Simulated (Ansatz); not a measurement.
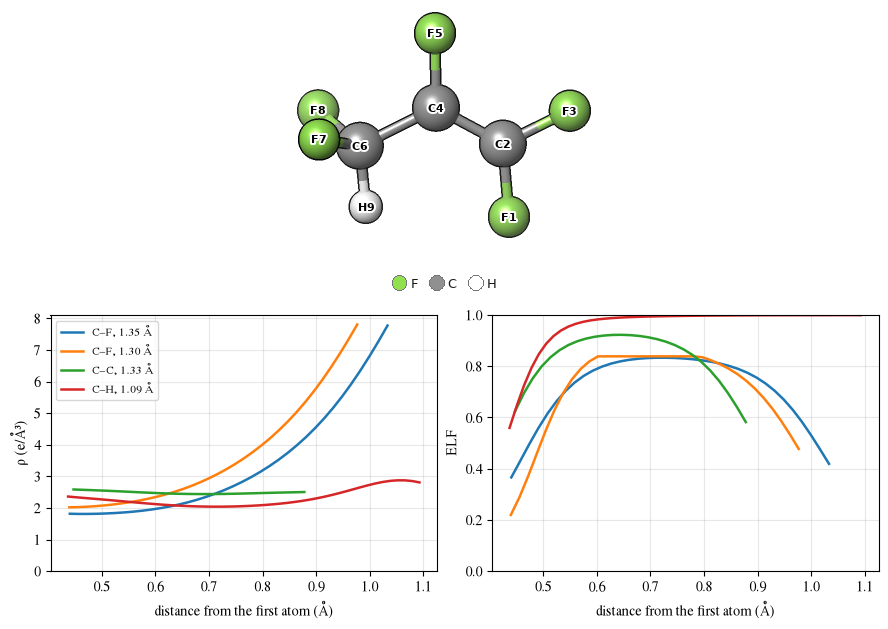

C3HF5. Total electron density and electron localisation function along straight lines between neighbouring atoms. The curves leave out the atomic cores. The structure is drawn too.

Geometry: PBE0-D4/def2-TZVP.

Level of theory: Ansatz 0.2.0, RKS PBE0-D4/def2-TZVPP.

The calculation's input:

```
crystal:
  periodic: [false, false, false]
  atoms:
    - {symbol: F, position_ang: [-0.703176, -1.903788, -0.455190]}
    - {symbol: C, position_ang: [-0.628615, -0.713268, -0.996424]}
    - {symbol: F, position_ang: [-1.157646, -0.684071, -2.186002]}
    - {symbol: C, position_ang: [-0.078242, 0.333064, -0.397742]}
    - {symbol: F, position_ang: [-0.045086, 1.507083, -1.020908]}
    - {symbol: C, position_ang: [0.522786, 0.290470, 0.959336]}
    - {symbol: F, position_ang: [1.825973, 0.657536, 0.904846]}
    - {symbol: F, position_ang: [-0.101947, 1.173959, 1.774905]}
    - {symbol: H, position_ang: [0.454451, -0.707184, 1.400078]}
basis:
  gaussian: {orbitals: def2-TZVPP}
hamiltonian: {xc: pbe0, dispersion: d4}
output: {orbitals: {seedname: orbitals}}
```

Launched as:

```sh
ansatz run in.yaml --threads 4 --pin off --events-out ev --progress --plain --max-ram 11315MiB
```

Q: What kind of bonding do the profiles show?

A: C–F (1.35 Å): ρ is about 2.3 e/Å³ halfway, with its minimum of 1.8 e/Å³ about 0.5 Å from C; the ELF peaks at about 0.85 between the atoms, as expected for a polar covalent bond.
C–F (1.30 Å): ρ at the midpoint is about 2.6 e/Å³; the ELF peaks at about 0.85 between the atoms; a shared but strongly polarised pair.
C–C (1.33 Å): ρ at the midpoint is about 2.4 e/Å³; the ELF peaks at about 0.90 between the atoms: a short, multiple covalent bond.
C–H (1.09 Å): ρ at the midpoint is about 2.2 e/Å³; the ELF climbs to about 1 towards the hydrogen, as it does in any bond to H (an ordinary covalent bond to hydrogen).
